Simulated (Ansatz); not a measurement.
# The MXene Zr3C2 with Br ends: bands and core levels, part 3 of 4

Wanted: the XPS lines and the band structure of the MXene Zr3C2 with Br ends.

Ansatz 0.2.0; DFT, PBE, plane-wave PAW, default files, scalar-relativistic.

So far: The structure; Relaxing the atoms; Bands by layer.

## (3) Bands by layer (continued)

Shapes are the site's partial DOS without matrix elements, which overweights lines from ligand s bands. Emission peaks, by row:

```
                        line  energy (eV)  height (%)
           Br K-beta valence        -4.85         100
Br K-beta valence, E along x         -4.2       95.58
Br K-beta valence, E along y         -4.2       95.58
Br K-beta valence, E along z         -5.1       118.8
                    Br L3-N1        -16.3         100
                  Zr L-beta2        -16.2       5.257
                  Zr L-beta2       -10.05       20.83
                  Zr L-beta2           -3         100
                         C K         -5.2       10.47
                         C K         -4.3       26.76
                         C K         -2.9         100
                         C K        -0.75       5.051
              C K, E along x        -5.15       12.09
              C K, E along x         -4.3       26.78
              C K, E along x        -3.15       107.3
              C K, E along x        -0.75       6.483
              C K, E along y        -5.15       12.09
              C K, E along y         -4.3       26.78
              C K, E along y        -3.15       107.3
              C K, E along y        -0.75       6.483
              C K, E along z         -5.6       9.306
              C K, E along z         -4.3       26.71
              C K, E along z        -2.75       151.5
```

The broadened DOS, unweighted empty DOS by E, zero at the Fermi level; read off at these points:

```
E (eV)  broadened DOS, unweighted empty DOS (states/eV/cell)
 -0.93                                                2.4e-5
 -0.72                                                9.6e-4
 -0.62                                               0.00450
 -0.42                                                0.0553
 -0.33                                                 0.146
 -0.12                                                 0.580
 -0.03                                                 0.890
  0.17                                                  1.33
  0.28                                                  1.38
  0.47                                                  1.48
  0.57                                                  1.69
  0.78                                                  2.49
  0.88                                                  3.00
  1.07                                                  4.08
  1.18                                                  4.55
  1.38                                                  5.07
  1.48                                                  5.06
  1.68                                                  4.66
```

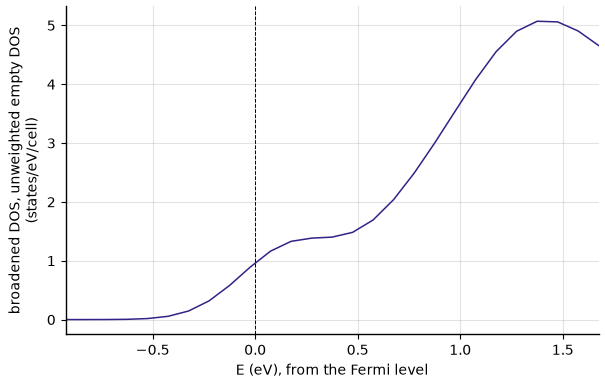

Broadened DOS, unweighted empty DOS, plotted against E.

The spectra weight each projected shell by its atomic cross section (Dirac–Hartree–Slater) and angular factor, for linear light with the analyser at 30° from the polarisation. Broadening, on top of any smearing of the DOS itself: a Gaussian of 0.45 eV and a Lorentzian of 0.1 eV plus 0.03 times the binding energy (full widths), Fermi edge at 300 K. Each atom is damped by exp[−depth/(λ cos θ)], θ = 30° from the normal, λ from the universal curve. Curves are cut 10 eV under the photon energy, above any shell that the free atom's threshold puts out of reach, or at the lower edge of the window: 29.6 eV at 40.8 eV, 29.6 eV at 250 eV, 29.6 eV at 1486.7 eV and 29.6 eV at 5950 eV. A star in tables and legends marks shells that hold the states left over by the projection (0.4 % of the filled ones), a stand-in for orbitals that the files don't project on. Dipole terms alone, which is rough above 3 keV; no background, satellites or final-state effects.

How the area divides among the shells (%):

```
shell  40.8 eV  250 eV  1486.7 eV  5950 eV
Br 4s      1.1     9.0        8.8     17.4
Br 4p      9.1    15.5       15.6     12.3
Zr 4p     53.3    46.6       66.1     66.4
Zr 4d     17.5    19.2        7.1      1.6
 C 2s      4.4     6.8        1.5      0.8
 C 2p     14.4     2.1        0.1      0.0
```

Regions along c: top from 13.6 to 20.0 Å, middle from 10.5 to 13.0 Å.

States with weight above 0.08 nearest the zero at K of the zone, within the window kept, -6.6 to 2.6 eV (levels that the program groups as degenerate share a row):

```
E (eV)  weight, total  weight, top  weight, middle
 -4.83           1.00         0.47            0.02
 -4.80           1.00         0.49            0.00
 -4.38           1.00         0.17            0.28
 -3.30           2.00         0.18            1.03
 -3.12           1.00         0.19            0.21
 -2.71           2.00         0.44            0.90
  0.86           2.00         0.61            0.49
  0.94           1.00         0.30            0.25
  1.45           1.00         0.42            0.04
  1.91           2.00         0.77            0.19
```

States with weight above 0.08 nearest the zero at Γ of the zone, within the window kept, -6.6 to 2.6 eV (levels that the program groups as degenerate share a row):

```
E (eV)  weight, total  weight, top  weight, middle
 -3.85           2.00         0.48            0.54
 -3.33           2.00         0.80            0.12
 -2.47           1.00         0.30            0.30
 -2.39           2.00         0.78            0.29
 -1.76           2.00         0.67            0.22
  0.05           2.00         0.45            0.86
  0.79           1.00         0.18            0.48
  1.26           2.00         0.79            0.11
  2.02           1.00         0.28            0.30
  2.19           2.00         0.51            0.86
```

States with weight above 0.08 nearest the zero at M of the zone, within the window kept, -6.6 to 2.6 eV (levels that the program groups as degenerate share a row):

```
E (eV)  weight, total  weight, top  weight, middle
 -4.42           1.00         0.33            0.20
 -3.95           1.00         0.38            0.12
 -3.79           1.00         0.47            0.02
 -3.29           1.00         0.24            0.20
 -2.92           1.00         0.21            0.44
 -2.90           1.00         0.23            0.30
 -2.78           1.00         0.21            0.45
 -2.14           1.00         0.18            0.50
 -1.96           1.00         0.18            0.24
  1.17           1.00         0.27            0.27
```

The largest force component on a free atom is 0.001 eV/Å, so the atoms are at rest for these settings too. At the Fermi level the DOS is 2.02 states/eV a cell, and on the broadened curves Zr 4d holds 80 % of the total there.

## (4) Core levels by total-energy differences

System of this step: Zr3C2Br2. The cell holds 28 atoms: 8 Br, 12 Zr and 8 C. Cell: a = 6.919 Å, b = 6.919 Å, c = 23.500 Å, α = 90.0°, β = 90.0°, γ = 120.0°. It derives from Zr3C2. How the cell was made: MXene sheet; termination: Br; lattice typed at the start. Regions: L1, 4 atoms (4 Br); L2, 4 atoms (4 Zr); L3, 4 atoms (4 C); in, 8 atoms (4 Zr and 4 C); rest, 8 atoms (4 Zr and 4 Br). Vacuum lies along c.

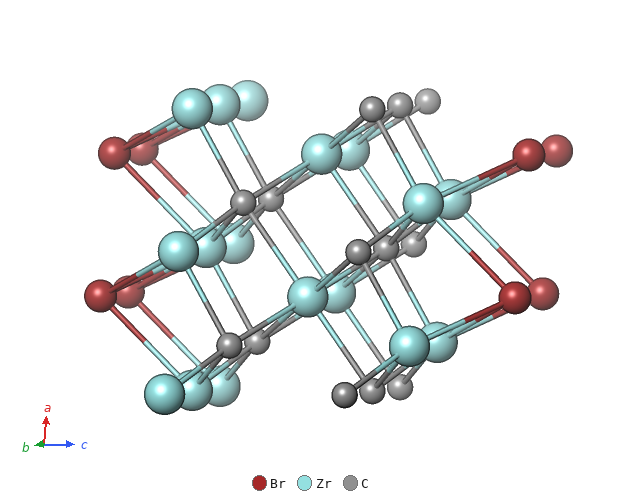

The cell of this step (bromine red, zirconium light teal, carbon grey). Some periodic images of atoms are drawn too.

XPS shifts tell sites apart. Each chosen atom gets a core hole in a self-consistent pass of its own, in a cell repeated 2×2×1 to part the hole from its images.

File input.yaml:

```yaml
crystal:
  lattice:
    - [6.9194886872, 0.0, 0.0]
    - [-3.4597443436, 5.9924529843, 0.0]
    - [0.0, 0.0, 23.5]
  atoms:
    - { symbol: Br, position: [0.3333333333, 0.1666666667, 0.6903011162] }
    - { symbol: Br, position: [0.3333333333, 0.6666666667, 0.6903011162] }
    - { symbol: Br, position: [0.8333333333, 0.1666666667, 0.6903011162] }
    - { symbol: Br, position: [0.8333333333, 0.6666666667, 0.6903011162] }
    - { symbol: Zr, position: [0.1666666667, 0.3333333333, 0.6060993963] }
    - { symbol: Zr, position: [0.1666666667, 0.8333333333, 0.6060993963] }
    - { symbol: Zr, position: [0.6666666667, 0.3333333333, 0.6060993963] }
    - { symbol: Zr, position: [0.6666666667, 0.8333333333, 0.6060993963] }
    - { symbol: C, position: [0.0, 0.0, 0.5592612758] }
    - { symbol: C, position: [0.0, 0.5, 0.5592612758] }
    - { symbol: C, position: [0.5, 0.0, 0.5592612758] }
    - { symbol: C, position: [0.5, 0.5, 0.5592612758] }
    - { symbol: Zr, position: [0.3333333333, 0.1666666667, 0.5] }
    - { symbol: Zr, position: [0.3333333333, 0.6666666667, 0.5] }
    - { symbol: Zr, position: [0.8333333333, 0.1666666667, 0.5] }
    - { symbol: Zr, position: [0.8333333333, 0.6666666667, 0.5] }
    - { symbol: C, position: [0.1666666667, 0.3333333333, 0.4407387242] }
    - { symbol: C, position: [0.1666666667, 0.8333333333, 0.4407387242] }
    - { symbol: C, position: [0.6666666667, 0.3333333333, 0.4407387242] }
    - { symbol: C, position: [0.6666666667, 0.8333333333, 0.4407387242] }
    - { symbol: Zr, position: [0.0, 0.0, 0.3939006037] }
    - { symbol: Zr, position: [0.0, 0.5, 0.3939006037] }
    - { symbol: Zr, position: [0.5, 0.0, 0.3939006037] }
    - { symbol: Zr, position: [0.5, 0.5, 0.3939006037] }
    - { symbol: Br, position: [0.3333333333, 0.1666666667, 0.3096988838] }
    - { symbol: Br, position: [0.3333333333, 0.6666666667, 0.3096988838] }
    - { symbol: Br, position: [0.8333333333, 0.1666666667, 0.3096988838] }
    - { symbol: Br, position: [0.8333333333, 0.6666666667, 0.3096988838] }
kpoints:
  mp_grid: { grid: [6, 6, 1] }
scf:
  occupations: { method: fermi_dirac, width: 0.05 }
  n_extra_bands: 8
hamiltonian:
  xc: pbe
  pseudopotentials: { kind: paw }
output:
  forces: true
  write_potential: true
  volumetric_format: []
  core_levels:
    shells: { C: "1s", Zr: "3d", Br: "3d" }
    counted_from: fermi_level
    add_spin: false
```

Launch:

```console
$ ansatz run input.yaml --threads 4 --pin off --max-ram 6144MiB --backend cpu --events-out ev --progress --plain --runs-dir out
```

Numbers of over 12 decimals in the logs are rounded to 6 here.

The program printed:

```text
[...]
Crystal: 28 atoms, lattice volume = 974.421 Å³
Basis set: ecut = 420 eV, 19081 PW (Γ), exchange–correlation on 96×96×320 points (8 copies of the dense FFT grid, shifted against one another)
Bands: 124, of which v1, the nominal top of the filled ones, is band 116 counted from 1 (115 counted from 0)
Symmetry: 48 space group operations
[...]
k-points: 7 of 36
[...]
SCF iter   1: F=—  HF=-74511.706609 eV  |F-HF|=—  |Δ(HF+E_count)|=         —  Δρ=3.07e-3  dr2=1.27e0  ethr=1.77e-3  ⟨swp⟩=8.0  Hψ=4381  notcnv=0
[...]
SCF iter   7: F=-74511.566847 eV  HF=-74511.566847 eV  |F-HF|=3.20e-7  |Δ(HF+E_count)|=   2.19e-6  Δρ=3.61e-6  dr2=7.84e-8  ethr=4.31e-11  ⟨swp⟩=13.9  Hψ=9236  notcnv=0
SCF 1 converged in 7 iterations: F = -74511.566847 eV  dr2 = 7.84e-8
[...]
── core hole 1/4: 3d of Br 0 ──
── 3d of Br 0: 69.662 eV over the cell without the hole, in 12 iterations ──
── core hole 2/4: 3d of Zr 4 ──
── 3d of Zr 4: 178.740 eV over the cell without the hole, in 11 iterations ──
── core hole 3/4: 1s of C 8 ──
── 1s of C 8: 281.863 eV over the cell without the hole, in 11 iterations ──
── core hole 4/4: 3d of Zr 12 ──
── 3d of Zr 12: 178.268 eV over the cell without the hole, in 11 iterations ──
SCF converged after 7 iterations
Free energy (F): -74511.566847 eV
[...]
Internal energy: -74511.502851 eV  (E = F + TS)
E sigma→0 (E₀):  -74511.534849 eV
Entropy (-TS):   -0.063996 eV (-2.286 meV/atom)
Fermi energy:    4.231771 eV
[...]
--- Forces (eV/Å), atoms counted from 1 ---
  atom   1  Br    -0.00000000    -0.00000000     0.00032084
  atom   2  Br     0.00000000    -0.00000000     0.00032084
  atom   3  Br    -0.00000000    -0.00000000     0.00032084
  atom   4  Br    -0.00000000    -0.00000000     0.00032084
  atom   5  Zr    -0.00000000     0.00000000    -0.00075552
  atom   6  Zr    -0.00000000     0.00000000    -0.00075552
  atom   7  Zr     0.00000000     0.00000000    -0.00075552
  atom   8  Zr     0.00000000     0.00000000    -0.00075552
  atom   9  C      0.00000000     0.00000000    -0.00015897
  atom  10  C      0.00000000     0.00000000    -0.00015897
  atom  11  C     -0.00000000     0.00000000    -0.00015897
  atom  12  C      0.00000000     0.00000000    -0.00015897
  atom  13  Zr     0.00000000     0.00000000    -0.00000000
  atom  14  Zr     0.00000000     0.00000000     0.00000000
  atom  15  Zr    -0.00000000     0.00000000     0.00000000
  atom  16  Zr    -0.00000000     0.00000000     0.00000000
  atom  17  C      0.00000000    -0.00000000     0.00015897
  atom  18  C     -0.00000000    -0.00000000     0.00015897
  atom  19  C      0.00000000    -0.00000000     0.00015897
  atom  20  C     -0.00000000    -0.00000000     0.00015897
  atom  21  Zr    -0.00000000    -0.00000000     0.00075552
  atom  22  Zr    -0.00000000    -0.00000000     0.00075552
  atom  23  Zr     0.00000000    -0.00000000     0.00075552
  atom  24  Zr     0.00000000    -0.00000000     0.00075552
  atom  25  Br    -0.00000000     0.00000000    -0.00032084
  atom  26  Br    -0.00000000     0.00000000    -0.00032084
  atom  27  Br     0.00000000     0.00000000    -0.00032084
  atom  28  Br    -0.00000000     0.00000000    -0.00032084
  max |Σ_I F_I| component: 2.17e-18 eV/Å
--- Band table (eV; the first three rows and the last of 7) ---
  k-point 0: bands = [... 112 lower, 2.2699, 2.4686, 2.4686, 4.2855, 4.2855, 5.0231, 5.4046, 5.4046, ... 4 higher]
  k-point 1: bands = [... 112 lower, 2.3368, 2.7572, 2.7572, 4.1082, 4.4393, 4.9501, 5.3464, 5.3611, ... 4 higher]
  k-point 2: bands = [... 112 lower, 2.5202, 3.4404, 3.4404, 3.5902, 4.8307, 4.8654, 5.0408, 5.0408, ... 4 higher]
  k-point 6: bands = [... 112 lower, 3.7053, 3.7053, 3.7053, 4.0303, 4.0303, 4.0303, 5.0900, 5.0900, ... 4 higher]
--- Core levels from the Fermi level (as output.core_levels.counted_from types it; a hole's nearest image at 6.9 Å) ---
  the holes have no spin, as output.core_levels.add_spin types it
  atom         alike  shell      binding/eV   shift/eV difference/eV images/eV   SCF
  Br 0             8     3d          69.662     +0.000        69.662         –    12
  Zr 4             8     3d         178.740     +0.000       178.740         –    11
  C 8              8     1s         281.863     +0.000       281.863         –    11
  Zr 12            4     3d         178.268     -0.471       178.268         –    11
  the dataset of Br with a 3d hole: scattering error 0.012 eV (0.002 eV in the local channel); free atom: scalar-relativistic, large and small components
  the two lines of Br's 3d: 3d3/2 +0.616 eV and 3d5/2 -0.411 eV off its levels, 2 : 3 in strength
  the dataset of Zr with a 3d hole: scattering error 0.000 eV; free atom: scalar-relativistic, large and small components
  the two lines of Zr's 3d: 3d3/2 +1.430 eV and 3d5/2 -0.953 eV off its levels, 2 : 3 in strength
  the dataset of C with a 1s hole: scattering error 0.003 eV (0.001 eV in the local channel); free atom: scalar-relativistic, large and small components
```

Elapsed: 3.1 min, on 4 threads of Arm Neoverse V2, shared host; peak memory 3.4 GiB.

This step gave:

* free energy: -74511.5668 eV
* energy at zero smearing: -74511.5348 eV
* smearing term TS: 0.06400 eV
* symmetry operations: 48

Levels are total-energy differences with one electron taken from the core. The electron goes to the Fermi level, so the difference is a binding energy from E_F. The hole's nearest image is 6.9 Å away, and the holes carry no spin, so absolute levels are rough.

```
atom       region  shell  level (eV)  shift (eV)  potential at nucleus, shift (V)     j lines (eV)  doubts
 Br1      layer 1     3d       69.66           -                            +0.00    70.28 / 69.25       -
 Zr5      layer 2     3d      178.74       +0.47                            +0.65  180.17 / 177.79       -
  C9      layer 3     1s      281.86           -                            +0.00                -       -
Zr13  inner group     3d      178.27       +0.00                            +0.00  179.70 / 177.32       -
```

Levels of p, d and f shells are means over their two j lines, weighted by degeneracy; the splitting comes from the atom's own solve. Shifts count from the last listed atom of each element. A higher potential at the nucleus binds core electrons more tightly, so that column is a rough initial-state shift.

The intensity has structure finer than the step of the table below, so its rows give means over 0.25 eV, whole bins alone (the curve runs from 176 to 182 eV). Peaks (eV: height): 177.309: 100, 177.775: 99.7, 179.710: 66.5, 180.175: 66.7.

The Zr 3d lines of the listed atoms alone (other atoms of the cell aren't counted), as Gaussians 0.3 eV wide, no depth weighting. Table of intensity by Zr 3d level; means over each step:

```
Zr 3d level (eV)  intensity (%)
          176.50              0
          176.75         0.0381
          177.00           8.78
          177.25           78.0
          177.50           53.1
          177.75           84.2
          178.00           30.8
          178.25          0.532
          178.50         2.9e-4
          178.75              0
          179.00         3.3e-4
          179.25          0.503
          179.50           23.7
          179.75           54.7
          180.00           37.2
          180.25           49.6
          180.50           4.60
          180.75         0.0163
          181.00              0
```

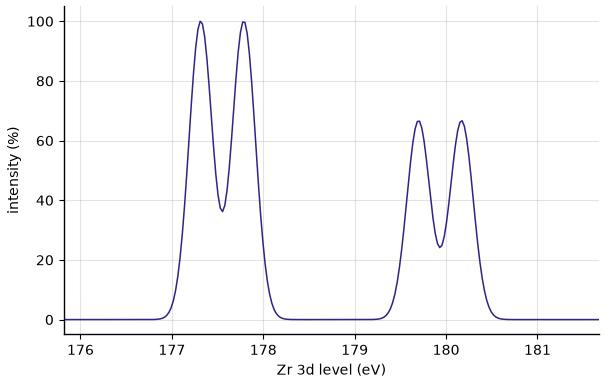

Intensity against Zr 3d level.

(Part 3 of 4 ends here.)

[Logs are printed without paths, hosts, clocks, repeated set-up lines and the standing remarks that a program may print on its own settings, such as how far it seeks lower states.]

[Hosts, paths, dates, database ids (printed as entryN), source tags and the programs' standing remarks are cut or masked in the printed files.]

[Maps of the electrostatic potential energy from Ansatz leave out the sawtooth potential of an applied field or a dipole correction, so their vacuum need not be flat; work functions include it.]
